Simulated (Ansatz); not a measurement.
# Nudged elastic band, with input and output: WHClF$_{5}$

WHClF$_{5}$, multiplicity 2, computed with UKS PBE/def2-SVP (Ansatz 0.2.0).

It belongs to a series of runs on one base structure; here: band between the two ends. Figures and captions count atoms from 1; the log counts them from 0 in places.

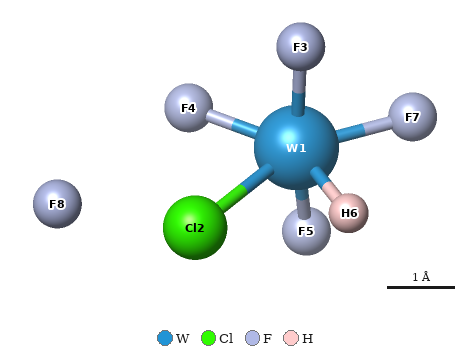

**Figure 1.** The starting structure (ball-and-stick view, seen at a tilt; atoms are numbered from 1 in the order of the input). Sticks mark near contacts. Bond lengths as drawn: Cl–W 2.36 Å, F–W 1.85 to 1.88 Å and H–W 1.72 Å.

**Results in brief**

```tsv
quantity	value
outcome	converged
barrier, forward	0.000 eV
barrier, backward	0.163 eV
hardware	4 threads of Arm Neoverse V1, 24 GiB of memory available, shared host
wall time	5.9 min (CPU time 22 min)
peak memory	0.37 GiB
```

The order of the saddle point was not checked.

**Input file**
```yaml
crystal:
  periodic: [false, false, false]
  atoms:
    - { symbol: W, position_ang: [0.0, 0.070354, 0.065839] }
    - { symbol: Cl, position_ang: [0.0, -0.836158, 2.240418] }
    - { symbol: F, position_ang: [1.840397, 0.193621, -0.118704] }
    - { symbol: F, position_ang: [0.0, 1.655206, 1.076787] }
    - { symbol: F, position_ang: [-1.840397, 0.193621, -0.118704] }
    - { symbol: H, position_ang: [0.0, -1.646052, 0.058938] }
    - { symbol: F, position_ang: [0.0, -0.140899, -1.790244] }
    - { symbol: F, position_ang: [0.0, 0.640308, 3.815669] }
magnetization:
  spin_polarized: true
  initial_magnetization: 1
basis:
  gaussian: { orbitals: def2-SVP }
hamiltonian:
  xc: pbe
neb:
  order_check: false
  images: 5
  f_tol: 0.05
  max_iterations: 60
  final_atoms:
    - { symbol: W, position_ang: [0.1203864, 0.06710278, 0.19075782] }
    - { symbol: Cl, position_ang: [-0.08570673, -1.02352315, 2.24792922] }
    - { symbol: F, position_ang: [1.67435376, 0.37616688, -0.80168975] }
    - { symbol: F, position_ang: [0.79649813, 1.50878608, 1.15993146] }
    - { symbol: F, position_ang: [-1.65501133, 0.58534552, 0.42170384] }
    - { symbol: H, position_ang: [0.73039168, -1.51879997, 0.1225222] }
    - { symbol: F, position_ang: [-0.54699186, -0.44523288, -1.47865277] }
    - { symbol: F, position_ang: [-1.03392004, 0.58015574, 3.367497] }
  initial_path:
    images:
      - { positions_ang: [[0.0, 0.070354, 0.065839], [0.0, -0.836158, 2.240418], [1.840397, 0.193621, -0.118704], [0.0, 1.655206, 1.076787], [-1.840397, 0.193621, -0.118704], [0.0, -1.646052, 0.058938], [0.0, -0.140899, -1.790244], [0.0, 0.640308, 3.815669]] }
      - { positions_ang: [[0.0, 0.05446837, 0.04383591], [0.0, -0.58041175, 2.37302519], [1.843598, 0.13664637, -0.07919276], [0.0, 1.7273316, 0.73920153], [-1.843598, 0.13664637, -0.07919276], [0.0, -1.66279029, 0.01933876], [0.0, -0.06496667, -1.80984798], [0.0, 0.38307701, 4.02283112]] }
      - { positions_ang: [[0.0, 0.03858274, 0.02183282], [0.0, -0.32466551, 2.50563237], [1.846799, 0.07967174, -0.03968152], [0.0, 1.79945719, 0.40161606], [-1.846799, 0.07967174, -0.03968152], [0.0, -1.67952858, -0.02026049], [0.0, 0.01096565, -1.82945197], [0.0, 0.12584602, 4.22999323]] }
      - { positions_ang: [[0.0, 0.02269711, -0.00017027], [0.0, -0.06891926, 2.63823956], [1.85, 0.02269711, -0.00017027], [0.0, 1.87158279, 0.06403059], [-1.85, 0.02269711, -0.00017027], [0.0, -1.69626687, -0.05985973], [0.0, 0.08689798, -1.84905595], [0.0, -0.13138497, 4.43715535]] }
      - { positions_ang: [[0.0401288, 0.037499, 0.06347242], [-0.02856891, -0.38712056, 2.50813611], [1.79145125, 0.14052037, -0.26734343], [0.26549938, 1.75065055, 0.42933088], [-1.78500378, 0.21024658, 0.14045443], [0.24346389, -1.63711124, 0.00093425], [-0.18233062, -0.09047898, -1.72558823], [-0.34464001, 0.10579527, 4.08060257]] }
      - { positions_ang: [[0.0802576, 0.05230089, 0.12711512], [-0.05713782, -0.70532185, 2.37803266], [1.73290251, 0.25834362, -0.53451659], [0.53099875, 1.62971832, 0.79463117], [-1.72000756, 0.39779605, 0.28107914], [0.48692779, -1.5779556, 0.06172822], [-0.36466124, -0.26785593, -1.6021205], [-0.68928003, 0.3429755, 3.72404978]] }
      - { positions_ang: [[0.1203864, 0.06710278, 0.19075782], [-0.08570673, -1.02352315, 2.24792922], [1.67435376, 0.37616688, -0.80168975], [0.79649813, 1.50878608, 1.15993146], [-1.65501133, 0.58534552, 0.42170384], [0.73039168, -1.51879997, 0.1225222], [-0.54699186, -0.44523288, -1.47865277], [-1.03392004, 0.58015574, 3.367497]] }
```

Launched with:
```bash
ansatz run input.yaml --threads 4 --pin off --max-ram 5120MiB --backend cpu --events-out ev --progress --plain --runs-dir out
```

**Log**
```
Engine: ansatz 0.2.0, aarch64-unknown-linux-gnu
Functional definition: PBE
  parameter kappa = 0.804
  parameter beta = 0.06672455060314922
  exchange = pbe_x(kappa = kappa, mu = beta*pi^2/3)
  correlation = pbe_c(beta = beta)
1300 factors; their error is unknown
mean field evaluation 1: about -27906.6224 eV, gradient 6.0e1 eV
mean field evaluation 2: about -27440.3229 eV, gradient 2.3e2 eV
mean field evaluation 4: about -27919.5662 eV, gradient 1.3e1 eV
mean field evaluation 8: about -27920.5927 eV, gradient 3.5e0 eV
mean field evaluation 16: about -27920.5752 eV, gradient 8.7e-2 eV
mean field evaluation 32: about -27917.5452 eV, gradient 1.7e1 eV
mean field evaluation 64: about -27917.4530 eV, gradient 1.7e0 eV
mean field evaluation 96: about -27917.5109 eV, gradient 8.2e-1 eV
mean field evaluation 128: about -27917.5236 eV, gradient 5.9e0 eV
mean field -27920.57519948 eV, -1026.0622133353 hartree, gradient 2.9e-5 eV, S^2 0.754603; 8 other end points of the search recorded, 0 dependent functions left out
the calculation of the forces begins
reference -27920.57526835 eV, -1026.0622158664 hartree; 39, 38 occupied and 86, 87 virtual orbitals, 1300 factors
1300 factors; their error is unknown
mean field evaluation 160: about -27920.6893 eV, gradient 4.9e0 eV
mean field evaluation 192: about -27918.7952 eV, gradient 8.0e0 eV
mean field -27920.73887120 eV, -1026.0682281599 hartree, gradient 6.1e-5 eV, S^2 0.752568; 5 other end points of the search recorded, 0 dependent functions left out
[... from here on the field's lines of each further geometry are left out, up to the last ...]
NEB iter   1: max|band force component| = 5.407e0 eV/Å  barrier→ = 1.6944 eV  barrier← = 1.8581 eV  Δτ_max = 0.1977 Å  (2055 SCF iters)
NEB iter   2: max|band force component| = 3.029e0 eV/Å  barrier→ = 1.1520 eV  barrier← = 1.3157 eV  Δτ_max = 0.2000 Å  (239 SCF iters)
NEB iter   3: max|band force component| = 1.388e0 eV/Å  barrier→ = 0.8047 eV  barrier← = 0.9684 eV  Δτ_max = 0.2000 Å  (225 SCF iters)
NEB iter   4: max|band force component| = 1.778e0 eV/Å  barrier→ = 0.5615 eV  barrier← = 0.7252 eV  Δτ_max = 0.1013 Å  (236 SCF iters)
NEB iter   5: max|band force component| = 1.403e0 eV/Å  barrier→ = 0.4051 eV  barrier← = 0.5687 eV  Δτ_max = 0.2000 Å  (227 SCF iters)
NEB iter   6: max|band force component| = 1.287e0 eV/Å  barrier→ = 0.2890 eV  barrier← = 0.4527 eV  Δτ_max = 0.1850 Å  (220 SCF iters)
NEB iter   7: max|band force component| = 7.251e-1 eV/Å  barrier→ = 0.1096 eV  barrier← = 0.2733 eV  Δτ_max = 0.2000 Å  (223 SCF iters)
NEB iter   8: max|band force component| = 6.440e-1 eV/Å  barrier→ = 0.0129 eV  barrier← = 0.1765 eV  Δτ_max = 0.2000 Å  (223 SCF iters)
NEB iter   9: max|band force component| = 3.614e-1 eV/Å  barrier→ = -0.0412 eV  barrier← = 0.1225 eV  CI = image 1  Δτ_max = 0.1220 Å  (213 SCF iters)
NEB iter  10: max|band force component| = 5.091e-1 eV/Å  barrier→ = -0.0137 eV  barrier← = 0.1500 eV  CI = image 1  Δτ_max = 0.0614 Å  (211 SCF iters)
NEB iter  11: max|band force component| = 1.951e-1 eV/Å  barrier→ = -0.0080 eV  barrier← = 0.1557 eV  CI = image 1  Δτ_max = 0.1074 Å  (195 SCF iters)
NEB iter  12: max|band force component| = 1.006e-1 eV/Å  barrier→ = -0.0019 eV  barrier← = 0.1617 eV  CI = image 1  Δτ_max = 0.0265 Å  (203 SCF iters)
NEB iter  13: max|band force component| = 8.599e-2 eV/Å  barrier→ = -0.0004 eV  barrier← = 0.1632 eV  CI = image 1  Δτ_max = 0.0214 Å  (199 SCF iters)
the calculation of the forces begins
reference -27920.72685323 eV, -1026.0677865077 hartree; 39, 38 occupied and 86, 87 virtual orbitals, 1300 factors
1300 factors; their error is unknown
mean field evaluation 1344: about -27920.5756 eV, gradient 1.2e-5 eV
mean field evaluation 1376: about -27900.3969 eV, gradient 3.9e1 eV
mean field evaluation 1408: about -27920.2849 eV, gradient 5.2e0 eV
mean field -27920.57564864 eV, -1026.0622298415 hartree, gradient 2.6e-5 eV, S^2 0.754629; 5 other end points of the search recorded, 0 dependent functions left out
the calculation of the forces begins
reference -27920.57571750 eV, -1026.0622323721 hartree; 39, 38 occupied and 86, 87 virtual orbitals, 1300 factors
NEB iter  14: max|band force component| = 2.427e-2 eV/Å  barrier→ = -0.0004 eV  barrier← = 0.1632 eV  CI = image 1  Δτ_max = 0.0000 Å  (877 SCF iters)
```

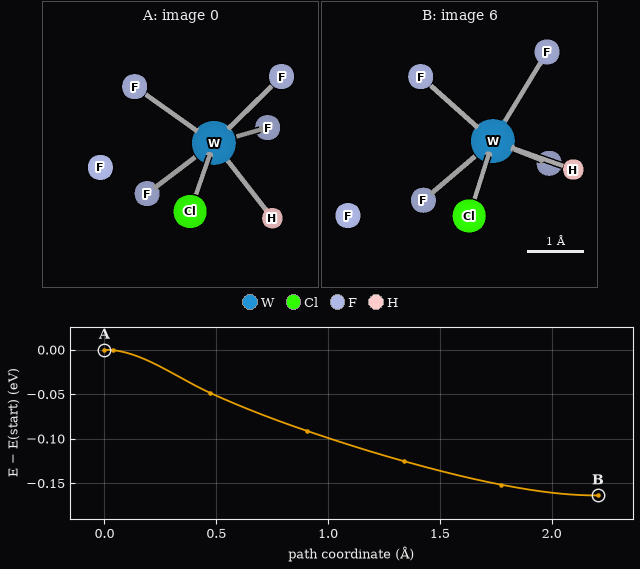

**Figure 2.** Images of the last band (counted from 0; ball-and-stick, seen at a tilt) above the energy along the path; the line is a cubic interpolation that uses the forces. No image lies above both ends; the end is 0.164 eV below the start. The path is 2.21 Å long. The band converged in 14 iterations.

```
Total energy: -27920.57571750 eV, -1026.0622323721 hartree
Atom 0 at    -0.006506     0.070537     0.064067 Å, force    -0.012924    -0.016803     0.022414 eV/Å
Atom 1 at    -0.000574    -0.831976     2.241488 Å, force    -0.017550     0.010796    -0.004206 eV/Å
Atom 2 at     1.831696     0.205935    -0.131086 Å, force     0.007505     0.010026    -0.010948 eV/Å
Atom 3 at     0.000083     1.655949     1.074242 Å, force     0.015715     0.005574    -0.001954 eV/Å
Atom 4 at    -1.849277     0.172762    -0.106847 Å, force    -0.006202    -0.000820     0.003680 eV/Å
Atom 5 at     0.042069    -1.645879     0.063373 Å, force     0.011964     0.002079     0.000517 eV/Å
Atom 6 at    -0.019895    -0.142671    -1.791523 Å, force     0.001753    -0.001329    -0.001025 eV/Å
Atom 7 at     0.002404     0.645343     3.816284 Å, force    -0.000260    -0.009523    -0.008477 eV/Å
Dipole moment:    -0.005464    -0.235832    -0.580550 e Å
this run last wrote the band of iteration 14 to [file]
```

**The last band as extended XYZ (Å, eV, eV/Å)**
```
8
Properties=species:S:1:pos:R:3:forces:R:3 image=0 energy=-27920.57520
W     0.0000    0.0704    0.0658    0.0000   0.0065  -0.0189
Cl    0.0000   -0.8362    2.2404    0.0000   0.0097  -0.0029
F     1.8404    0.1936   -0.1187   -0.0048   0.0002   0.0008
F     0.0000    1.6552    1.0768    0.0000   0.0083   0.0122
F    -1.8404    0.1936   -0.1187    0.0048   0.0002   0.0008
H     0.0000   -1.6461    0.0589    0.0000  -0.0156   0.0087
F     0.0000   -0.1409   -1.7902    0.0000  -0.0017   0.0040
F     0.0000    0.6403    3.8157    0.0000  -0.0077  -0.0048
8
Properties=species:S:1:pos:R:3:forces:R:3 image=1 energy=-27920.57565
W    -0.0065    0.0705    0.0641   -0.0129  -0.0168   0.0224
Cl   -0.0006   -0.8320    2.2415   -0.0175   0.0108  -0.0042
F     1.8317    0.2059   -0.1311    0.0075   0.0100  -0.0109
F     0.0001    1.6559    1.0742    0.0157   0.0056  -0.0020
F    -1.8493    0.1728   -0.1068   -0.0062  -0.0008   0.0037
H     0.0421   -1.6459    0.0634    0.0120   0.0021   0.0005
F    -0.0199   -0.1427   -1.7915    0.0018  -0.0013  -0.0010
F     0.0024    0.6453    3.8163   -0.0003  -0.0095  -0.0085
8
Properties=species:S:1:pos:R:3:forces:R:3 image=2 energy=-27920.62366
W    -0.0379    0.0597    0.0840   -0.0072   0.0043  -0.0050
Cl   -0.1385   -0.8425    2.2465   -0.0527  -0.0053   0.0091
F     1.7815    0.2680   -0.2546   -0.0127   0.0079  -0.0297
F     0.1464    1.6636    1.0402    0.0480  -0.0052  -0.0035
F    -1.8909    0.1764   -0.0144    0.0005   0.0202   0.0200
H     0.3469   -1.6081    0.1010    0.0801   0.0117   0.0079
F    -0.1704   -0.2133   -1.7582   -0.0323  -0.0195   0.0085
F    -0.0371    0.6262    3.7856   -0.0237  -0.0141  -0.0073
8
Properties=species:S:1:pos:R:3:forces:R:3 image=3 energy=-27920.66641
W    -0.0155    0.0576    0.1055    0.0125  -0.0229  -0.0131
Cl   -0.1559   -0.8929    2.2374   -0.0168  -0.0092  -0.0091
F     1.7495    0.3159   -0.4424    0.0088   0.0142  -0.0391
F     0.3134    1.6360    1.0561    0.0264   0.0014   0.0087
F    -1.8634    0.2956    0.1037    0.0018   0.0242   0.0273
H     0.5030   -1.5686    0.1072    0.0300   0.0183   0.0061
F    -0.3132   -0.3004   -1.7036   -0.0232  -0.0229   0.0171
F    -0.2180    0.5867    3.7660   -0.0394  -0.0031   0.0022
8
Properties=species:S:1:pos:R:3:forces:R:3 image=4 energy=-27920.70043
W     0.0356    0.0546    0.1265    0.0090  -0.0049  -0.0041
Cl   -0.1774   -0.9258    2.2340    0.0023  -0.0047   0.0020
F     1.7444    0.3170   -0.5805   -0.0030   0.0094  -0.0282
F     0.4897    1.5971    1.0781    0.0269  -0.0024   0.0096
F    -1.7903    0.4314    0.1827    0.0041   0.0151   0.0217
H     0.5924   -1.5548    0.1316    0.0191   0.0012   0.0017
F    -0.3880   -0.3916   -1.6379   -0.0178  -0.0130   0.0070
F    -0.5065    0.6021    3.6955   -0.0406  -0.0007  -0.0098
8
Properties=species:S:1:pos:R:3:forces:R:3 image=5 energy=-27920.72678
W     0.0774    0.0611    0.1547    0.0071   0.0054   0.0057
Cl   -0.1233   -0.9804    2.2328    0.0073  -0.0059   0.0003
F     1.7052    0.3602   -0.7131   -0.0023   0.0064  -0.0172
F     0.6406    1.5565    1.1195    0.0147  -0.0136  -0.0028
F    -1.7268    0.5104    0.3091    0.0051   0.0062   0.0160
H     0.6768   -1.5312    0.1173    0.0065   0.0032   0.0013
F    -0.4820   -0.4247   -1.5616   -0.0092  -0.0037   0.0108
F    -0.7680    0.5782    3.5714   -0.0292   0.0019  -0.0141
8
Properties=species:S:1:pos:R:3:forces:R:3 image=6 energy=-27920.73887
W     0.1204    0.0671    0.1908    0.0074  -0.0314   0.0229
Cl   -0.0857   -1.0235    2.2479   -0.0069   0.0204  -0.0108
F     1.6744    0.3762   -0.8017    0.0051   0.0068  -0.0014
F     0.7965    1.5088    1.1599    0.0043   0.0053   0.0031
F    -1.6550    0.5853    0.4217   -0.0074   0.0018  -0.0010
H     0.7304   -1.5188    0.1225    0.0010   0.0029  -0.0084
F    -0.5470   -0.4452   -1.4787   -0.0061  -0.0017  -0.0039
F    -1.0339    0.5802    3.3675    0.0027  -0.0041  -0.0005
```
